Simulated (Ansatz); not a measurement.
# Run report: C₆H₁₅Al, geometry relaxation (part 3 of 3)

Continued. System: C₆H₁₅Al. Method: RKS PBE-D4/def2-SVP (Ansatz 0.2.0). The geometry: force-field start.

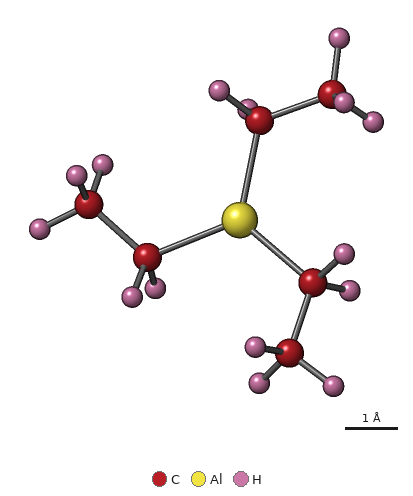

**Figure 1.** The geometry at step 23 of the log (ball-and-stick view, seen at a tilt).

### Trajectory as extended XYZ, continued
```
22
Properties=species:S:1:pos:R:3:forces:R:3 step=18 energy=-13044.46565
C     1.0650   -2.2647   -1.6558   -0.0022  -0.0017  -0.0001
C     1.3769   -0.8559   -1.1273    0.0054   0.0045  -0.0045
Al   -0.0711    0.1017   -0.1667    0.0106  -0.0017   0.0030
C    -1.8615   -0.7253    0.0531   -0.0369  -0.0142  -0.0011
C    -2.6475   -0.3565    1.3238    0.0171   0.0138   0.0119
C     0.2784    1.9427    0.4861   -0.0121   0.0470   0.0033
C     1.7296    2.2787    0.8724    0.0181  -0.0391  -0.0057
H     1.9269   -2.7304   -2.1815   -0.0002   0.0010  -0.0006
H     0.7766   -2.9583   -0.8376    0.0003  -0.0003  -0.0017
H     0.2169   -2.2592   -2.3729    0.0015  -0.0014   0.0003
H     2.2615   -0.8817   -0.4472   -0.0018  -0.0009   0.0001
H     1.7114   -0.1919   -1.9601    0.0003  -0.0025   0.0022
H    -2.4518   -0.4305   -0.8498    0.0176  -0.0117   0.0130
H    -1.7623   -1.8312   -0.0391    0.0017   0.0179  -0.0006
H    -2.7783    0.7422    1.4276    0.0006  -0.0208  -0.0041
H    -3.6645   -0.8052    1.3467    0.0027   0.0011  -0.0016
H    -2.1280   -0.7000    2.2448   -0.0167   0.0141  -0.0204
H    -0.0499    2.6163   -0.3451   -0.0025  -0.0212   0.0301
H    -0.4166    2.1875    1.3220    0.0148  -0.0122  -0.0213
H     2.0664    1.6914    1.7545    0.0020   0.0198  -0.0288
H     1.8704    3.3508    1.1306   -0.0009  -0.0008   0.0030
H     2.4421    2.0493    0.0504   -0.0192   0.0092   0.0233
22
Properties=species:S:1:pos:R:3:forces:R:3 step=20 energy=-13044.47171
C     1.0718   -2.2547   -1.6696   -0.0022  -0.0003   0.0029
C     1.3868   -0.8583   -1.1102   -0.0006   0.0017  -0.0143
Al   -0.0583    0.0762   -0.1229    0.0219  -0.0065   0.0174
C    -1.8455   -0.7596    0.0774   -0.0941  -0.0156  -0.0017
C    -2.7018   -0.3069    1.2758    0.0551   0.0219   0.0159
C     0.2840    1.9008    0.5758   -0.0264   0.1181   0.0066
C     1.7550    2.2871    0.8257    0.0344  -0.0901  -0.0156
H     1.9290   -2.7066   -2.2147   -0.0016   0.0029   0.0012
H     0.7924   -2.9681   -0.8652    0.0010   0.0024  -0.0050
H     0.2164   -2.2334   -2.3778    0.0038  -0.0020   0.0013
H     2.2760   -0.8990   -0.4370   -0.0041   0.0018   0.0011
H     1.7151   -0.1748   -1.9299    0.0009  -0.0066   0.0038
H    -2.3928   -0.5478   -0.8770    0.0418  -0.0250   0.0633
H    -1.7265   -1.8691    0.0753   -0.0051   0.0610  -0.0004
H    -2.8556    0.7951    1.2855    0.0143  -0.0671  -0.0072
H    -3.7114   -0.7725    1.2837    0.0056   0.0008   0.0005
H    -2.2234   -0.5663    2.2474   -0.0367   0.0248  -0.0761
H    -0.1627    2.5933   -0.1867    0.0480  -0.0747   0.1008
H    -0.3325    2.0781    1.4907    0.0661  -0.0223  -0.0957
H     2.2066    1.6822    1.6458   -0.0474   0.0650  -0.0943
H     1.8779    3.3546    1.1112    0.0000  -0.0062   0.0058
H     2.3901    2.1195   -0.0747   -0.0746   0.0160   0.0899
22
Properties=species:S:1:pos:R:3:forces:R:3 step=21 energy=-13044.47542
C     1.0748   -2.2516   -1.6779   -0.0030  -0.0009   0.0018
C     1.3919   -0.8618   -1.1040    0.0057  -0.0058   0.0058
Al   -0.0453    0.0552   -0.0894   -0.0031   0.0272  -0.0450
C    -1.8347   -0.7784    0.0939   -0.0865  -0.0443   0.0190
C    -2.7273   -0.2753    1.2438    0.0523   0.0419   0.0224
C     0.2900    1.8748    0.6260   -0.0508   0.1144   0.0400
C     1.7609    2.2941    0.8027    0.0763  -0.0954  -0.0236
H     1.9279   -2.6944   -2.2367   -0.0017   0.0025   0.0006
H     0.8047   -2.9756   -0.8800   -0.0001  -0.0021  -0.0032
H     0.2126   -2.2234   -2.3777    0.0041  -0.0019   0.0022
H     2.2874   -0.9085   -0.4398    0.0049  -0.0019  -0.0030
H     1.7107   -0.1676   -1.9184   -0.0044   0.0007   0.0079
H    -2.3546   -0.6162   -0.8848    0.0507  -0.0204   0.0562
H    -1.7113   -1.8868    0.1484   -0.0074   0.0717  -0.0102
H    -2.8874    0.8253    1.1946    0.0143  -0.0827   0.0033
H    -3.7337   -0.7474    1.2461    0.0002   0.0018   0.0019
H    -2.2746   -0.4833    2.2397   -0.0374   0.0236  -0.0756
H    -0.2172    2.5755   -0.0892    0.0413  -0.0923   0.0873
H    -0.2767    2.0135    1.5799    0.0602  -0.0199  -0.1118
H     2.2741    1.6765    1.5763   -0.0490   0.0810  -0.0950
H     1.8722    3.3560    1.1134    0.0079  -0.0161   0.0026
H     2.3463    2.1691   -0.1382   -0.0744   0.0192   0.1166
22
Properties=species:S:1:pos:R:3:forces:R:3 step=22 energy=-13044.47747
C     1.0781   -2.2514   -1.6829   -0.0011   0.0025  -0.0020
C     1.3943   -0.8634   -1.1036   -0.0111   0.0100  -0.0257
Al   -0.0468    0.0554   -0.0960    0.0304  -0.0303   0.0810
C    -1.8286   -0.7923    0.1065   -0.0763  -0.0302  -0.0425
C    -2.7446   -0.2468    1.2177    0.0507   0.0553   0.0276
C     0.2943    1.8561    0.6650   -0.0759   0.1155   0.0040
C     1.7647    2.2971    0.7867    0.0858  -0.0832  -0.0325
H     1.9318   -2.6912   -2.2434   -0.0025   0.0020   0.0026
H     0.8081   -2.9792   -0.8884   -0.0004   0.0022  -0.0012
H     0.2164   -2.2208   -2.3831    0.0030  -0.0031   0.0008
H     2.2885   -0.9125   -0.4376   -0.0098   0.0067   0.0046
H     1.7152   -0.1671   -1.9151    0.0093  -0.0059  -0.0037
H    -2.3326   -0.6842   -0.8887    0.0332  -0.0268   0.0839
H    -1.6910   -1.8960    0.2137   -0.0051   0.0949  -0.0121
H    -2.9172    0.8487    1.1142    0.0195  -0.1012   0.0089
H    -3.7454   -0.7308    1.2263    0.0009   0.0026   0.0044
H    -2.3057   -0.4018    2.2299   -0.0379   0.0207  -0.0978
H    -0.2632    2.5707    0.0017    0.0726  -0.0864   0.1024
H    -0.2298    1.9480    1.6495    0.0692  -0.0241  -0.1351
H     2.3293    1.6595    1.5082   -0.0835   0.1009  -0.1127
H     1.8696    3.3485    1.1354    0.0168  -0.0365  -0.0051
H     2.3056    2.2231   -0.1871   -0.0879   0.0146   0.1501
22
Properties=species:S:1:pos:R:3:forces:R:3 step=23 energy=-13044.47992
C     1.0780   -2.2510   -1.6851    0.0033  -0.0005   0.0003
C     1.3949   -0.8647   -1.1022   -0.0051  -0.0044   0.0013
Al   -0.0401    0.0452   -0.0778   -0.0004   0.0149  -0.0163
C    -1.8268   -0.7963    0.1117   -0.0465  -0.0347  -0.0313
C    -2.7526   -0.2381    1.2068    0.0362   0.0449   0.0331
C     0.2984    1.8488    0.6773   -0.0672   0.0864   0.0271
C     1.7660    2.3012    0.7801    0.0827  -0.0662  -0.0277
H     1.9311   -2.6888   -2.2478   -0.0020   0.0004   0.0011
H     0.8094   -2.9811   -0.8922    0.0003   0.0003  -0.0019
H     0.2155   -2.2192   -2.3841    0.0011   0.0010   0.0016
H     2.2910   -0.9153   -0.4389    0.0031  -0.0015  -0.0013
H     1.7133   -0.1653   -1.9121   -0.0038   0.0003   0.0051
H    -2.3211   -0.7044   -0.8895    0.0427  -0.0122   0.0755
H    -1.6877   -1.8975    0.2345   -0.0115   0.0668  -0.0045
H    -2.9278    0.8546    1.0860    0.0145  -0.0792   0.0053
H    -3.7518   -0.7254    1.2162    0.0009   0.0032   0.0033
H    -2.3202   -0.3753    2.2237   -0.0339   0.0137  -0.0782
H    -0.2773    2.5631    0.0309    0.0676  -0.0890   0.0819
H    -0.2101    1.9264    1.6701    0.0550  -0.0071  -0.0995
H     2.3493    1.6577    1.4799   -0.0732   0.0839  -0.0907
H     1.8699    3.3473    1.1445    0.0079  -0.0298  -0.0076
H     2.2893    2.2479   -0.2034   -0.0715   0.0087   0.1236
22
Properties=species:S:1:pos:R:3:forces:R:3 step=25 energy=-13044.48439
C     1.0770   -2.2499   -1.6943   -0.0011  -0.0020  -0.0017
C     1.3979   -0.8710   -1.0969    0.0015   0.0066   0.0011
Al   -0.0300    0.0328   -0.0580   -0.0067  -0.0005  -0.0039
C    -1.8155   -0.8116    0.1316   -0.0071  -0.0121  -0.0139
C    -2.7749   -0.2062    1.1699    0.0121   0.0138   0.0094
C     0.3099    1.8233    0.7257   -0.0192   0.0179   0.0127
C     1.7677    2.3118    0.7606    0.0245  -0.0137  -0.0034
H     1.9275   -2.6825   -2.2649   -0.0008   0.0001   0.0002
H     0.8097   -2.9887   -0.9092   -0.0001  -0.0002   0.0002
H     0.2123   -2.2085   -2.3902    0.0007   0.0002   0.0015
H     2.2976   -0.9297   -0.4391    0.0002  -0.0010  -0.0007
H     1.7128   -0.1623   -1.9001   -0.0003  -0.0021   0.0017
H    -2.2808   -0.7831   -0.8850    0.0101  -0.0039   0.0311
H    -1.6669   -1.9018    0.3180   -0.0084   0.0322   0.0012
H    -2.9617    0.8736    0.9832    0.0084  -0.0334   0.0004
H    -3.7676   -0.7066    1.1840    0.0010   0.0024   0.0000
H    -2.3665   -0.2785    2.2014   -0.0112   0.0038  -0.0315
H    -0.3207    2.5382    0.1402    0.0219  -0.0223   0.0244
H    -0.1426    1.8532    1.7456    0.0250   0.0003  -0.0361
H     2.4080    1.6574    1.3920   -0.0269   0.0249  -0.0278
H     1.8680    3.3427    1.1655    0.0017  -0.0099  -0.0058
H     2.2293    2.3173   -0.2513   -0.0253  -0.0010   0.0408
22
Properties=species:S:1:pos:R:3:forces:R:3 step=26 energy=-13044.48564
C     1.0745   -2.2470   -1.7019    0.0011   0.0008   0.0014
C     1.4009   -0.8742   -1.0928    0.0007   0.0044  -0.0066
Al   -0.0226    0.0228   -0.0424   -0.0004  -0.0037   0.0106
C    -1.8056   -0.8256    0.1481   -0.0200  -0.0200  -0.0292
C    -2.7914   -0.1813    1.1375    0.0167   0.0212   0.0164
C     0.3201    1.8016    0.7660   -0.0384   0.0383   0.0047
C     1.7683    2.3197    0.7457    0.0318  -0.0250  -0.0105
H     1.9214   -2.6757   -2.2807   -0.0014   0.0009   0.0011
H     0.8095   -2.9928   -0.9226    0.0002   0.0016  -0.0010
H     0.2065   -2.1971   -2.3931    0.0006  -0.0005   0.0012
H     2.3036   -0.9405   -0.4399   -0.0023  -0.0010   0.0006
H     1.7134   -0.1587   -1.8909    0.0012  -0.0033   0.0005
H    -2.2497   -0.8518   -0.8788    0.0170  -0.0036   0.0582
H    -1.6503   -1.9047    0.3904   -0.0124   0.0503  -0.0068
H    -2.9859    0.8868    0.8950    0.0150  -0.0528   0.0088
H    -3.7791   -0.6914    1.1557    0.0015   0.0037   0.0035
H    -2.4029   -0.1994    2.1799   -0.0181   0.0038  -0.0569
H    -0.3539    2.5184    0.2310    0.0494  -0.0449   0.0448
H    -0.0841    1.7945    1.8077    0.0321   0.0043  -0.0616
H     2.4521    1.6608    1.3268   -0.0507   0.0473  -0.0449
H     1.8657    3.3410    1.1754    0.0101  -0.0159  -0.0070
H     2.1803    2.3644   -0.2874   -0.0338  -0.0058   0.0727
22
Properties=species:S:1:pos:R:3:forces:R:3 step=27 energy=-13044.48659
C     1.0737   -2.2457   -1.7030    0.0007   0.0004  -0.0006
C     1.4019   -0.8746   -1.0914   -0.0027   0.0063  -0.0104
Al   -0.0215    0.0212   -0.0399    0.0065  -0.0041   0.0210
C    -1.8032   -0.8292    0.1518   -0.0151  -0.0008  -0.0076
C    -2.7956   -0.1751    1.1278    0.0098   0.0023  -0.0059
C     0.3231    1.7959    0.7771   -0.0064   0.0117  -0.0042
C     1.7678    2.3217    0.7410   -0.0091  -0.0070  -0.0035
H     1.9197   -2.6740   -2.2833   -0.0003  -0.0002   0.0001
H     0.8085   -2.9926   -0.9250   -0.0006  -0.0005   0.0006
H     0.2052   -2.1935   -2.3934    0.0006  -0.0009   0.0006
H     2.3044   -0.9434   -0.4386   -0.0013   0.0002   0.0027
H     1.7153   -0.1581   -1.8883    0.0019  -0.0027   0.0005
H    -2.2424   -0.8710   -0.8752    0.0040  -0.0041   0.0224
H    -1.6466   -1.9037    0.4097   -0.0041   0.0254  -0.0029
H    -2.9921    0.8880    0.8699    0.0075  -0.0233   0.0033
H    -3.7817   -0.6882    1.1483   -0.0003   0.0022   0.0032
H    -2.4121   -0.1776    2.1709   -0.0054   0.0021  -0.0208
H    -0.3612    2.5133    0.2602    0.0177  -0.0130   0.0171
H    -0.0644    1.7779    1.8236    0.0138  -0.0016  -0.0251
H     2.4622    1.6614    1.3041   -0.0151   0.0149  -0.0119
H     1.8663    3.3390    1.1788    0.0102  -0.0057  -0.0014
H     2.1635    2.3782   -0.2961   -0.0124  -0.0014   0.0226
```

This output came from the following input.

### Input
```yaml
crystal:
  periodic: [false, false, false]
  atoms:
    - {symbol: C, position_ang: [0.956000, -2.332700, -1.533200]}
    - {symbol: C, position_ang: [1.372500, -0.872500, -1.252500]}
    - {symbol: Al, position_ang: [-0.107900, 0.232400, -0.439200]}
    - {symbol: C, position_ang: [-1.799800, -0.553300, -0.065900]}
    - {symbol: C, position_ang: [-2.195800, -0.539800, 1.406900]}
    - {symbol: C, position_ang: [0.292200, 2.139800, 0.096000]}
    - {symbol: C, position_ang: [1.445300, 2.206800, 1.122000]}
    - {symbol: H, position_ang: [1.777400, -2.849200, -2.006500]}
    - {symbol: H, position_ang: [0.599900, -2.775700, -0.563700]}
    - {symbol: H, position_ang: [0.057000, -2.271100, -2.233200]}
    - {symbol: H, position_ang: [2.226600, -0.898900, -0.529500]}
    - {symbol: H, position_ang: [1.716400, -0.371800, -2.178000]}
    - {symbol: H, position_ang: [-2.685300, 0.043300, -0.638400]}
    - {symbol: H, position_ang: [-1.909500, -1.601900, -0.405900]}
    - {symbol: H, position_ang: [-2.207500, 0.499100, 1.799800]}
    - {symbol: H, position_ang: [-3.194000, -0.943200, 1.613300]}
    - {symbol: H, position_ang: [-1.435500, -1.091700, 1.994300]}
    - {symbol: H, position_ang: [0.559600, 2.714100, -0.797400]}
    - {symbol: H, position_ang: [-0.630600, 2.548700, 0.536700]}
    - {symbol: H, position_ang: [1.103500, 1.664500, 2.051200]}
    - {symbol: H, position_ang: [1.572500, 3.273700, 1.373200]}
    - {symbol: H, position_ang: [2.377700, 1.749200, 0.678700]}
basis:
  gaussian: {orbitals: def2-SVP}
hamiltonian: {xc: pbe, dispersion: d4}
relax: {f_tol: 0.03, max_steps: 200}
```

Launch command:
```bash
ansatz run in.yaml --threads 2 --pin off --events-out ev --progress --plain --max-ram 22528MiB --backend cuda --devices 0, --max-vram 18GiB
```

### Results in brief

| quantity | value |
| --- | --- |
| outcome | converged |
| total energy | −13044.4866 eV |
| mean-field energy | −13044.0493 eV |
| dispersion energy | −0.4374 eV |
| SCF solution under orbital rotations | stable |
| largest force (length of the vector) at the end | 0.029 eV/Å |
| dipole moment | 0.04 D |
| hardware | 2 CPU threads, shared host |
| wall time | 24 s (CPU time 33 s) |
| peak memory | 0.87 GiB |
